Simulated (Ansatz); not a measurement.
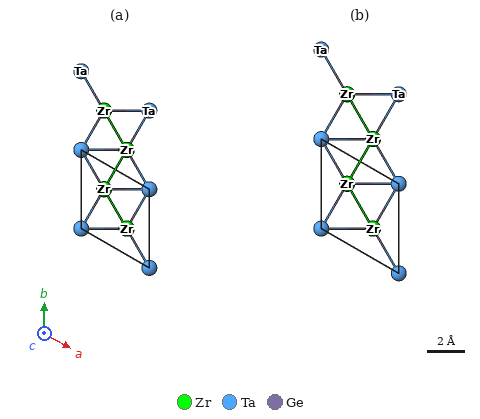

The structure of solid Zr₂TaGe₂ (a generated structure, set up in P6/mmm) (coarse preliminary run) before (left) and after (right) a relaxation, at one scale.

The picture is a ball-and-stick view of the cell of the calculation, repeated 1 × 2 × 1 with one cell outlined, seen along the c axis.

These are results of DFT PBE, scalar-relativistic, plane waves, PAW in Ansatz, not measurements.

Input file:
```yaml
crystal:
  lattice:
    - [4.25507786, 0.0, 0.0]
    - [-2.12753893, 3.68500552, 0.0]
    - [0.0, 0.0, 5.54467769]
  atoms:
    - { symbol: Zr, position: [0.33333333, 0.66666667, 0.0] }
    - { symbol: Zr, position: [0.66666667, 0.33333333, 0.0] }
    - { symbol: Ta, position: [0.0, 0.0, 0.5] }
    - { symbol: Ge, position: [0.33333333, 0.66666667, 0.5] }
    - { symbol: Ge, position: [0.66666667, 0.33333333, 0.5] }
basis:
  ecutwfc: 420
kpoints:
  mp_grid: { grid: [6, 6, 4] }
hamiltonian:
  xc: pbe
scf:
  occupations: { method: gaussian, width: 0.1 }
  lower_state_search: "off"
output:
  forces: true
  stress: true
  eigenvalues: true
relax:
  adjacent_minimum: "off"
  f_tol: 0.04
  max_steps: 70
  cell: { stress_tol: 0.4 }
```

Launched with:
```bash
ansatz run input.yaml --threads 1 --pin off --max-ram 2560MiB --backend cpu --events-out ev --progress --plain --runs-dir out
```

Question: What changed between the two?

Answer: After 5 accepted moves (7 points after the start) the energy has fallen by 717 meV per atom. All forces vanish by symmetry, so only the cell relaxes. The pressure goes from 35.96 to 0.04 GPa. The SCF was repeated twice at an unchanged geometry on a basis and grid sized afresh for the cell, which shifted the energy by 5.6 meV per atom at most. No atom moves by more than 0.005 Å relative to the cell. Cell: a = b 4.255 → 4.843 Å (+13.8 %), c 5.545 → 5.278 Å (−4.8 %). Volume +23.3 %. Near-neighbour distances that change, for instance: Ge4–Ge5 2.457 → 2.796 Å, Zr1–Zr2 2.457 → 2.796 Å, Ta3–Ge4 2.457 → 2.796 Å, Zr1–Ge4 2.772 → 2.639 Å. The space group stays P6/mmm (No. 191). The run took 48 s on 1 thread of AMD EPYC (Zen 3), with other jobs on the host, peak memory 0.46 GiB.
